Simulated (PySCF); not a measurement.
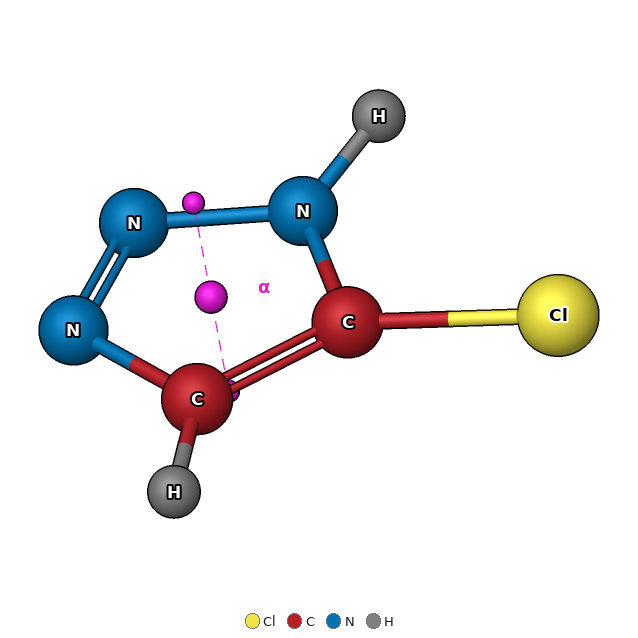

The small points mark where nucleus-independent chemical shifts (NICS) were computed: at the centre of each lettered ring and 1 Å above and below it. Geometry: a frame of a GFN2-xTB molecular-dynamics simulation, not a minimum. Level of theory: GIAO PBE0/pcSseg-1 NMR shielding, non-relativistic, gas phase (PySCF 2.14.0).

Give NICS(0), NICS(1) and the out-of-plane component NICS(1)zz for each ring (means of the two sides).

```
ring  members  NICS(0)  NICS(1)  NICS(1)zz
   α     C2N3    −12.3    −12.3      −30.7
```

Values in ppm.

**What do the values say about the ring currents?**

Ring α: diatropic, as in an aromatic ring. NICS is one index among several.
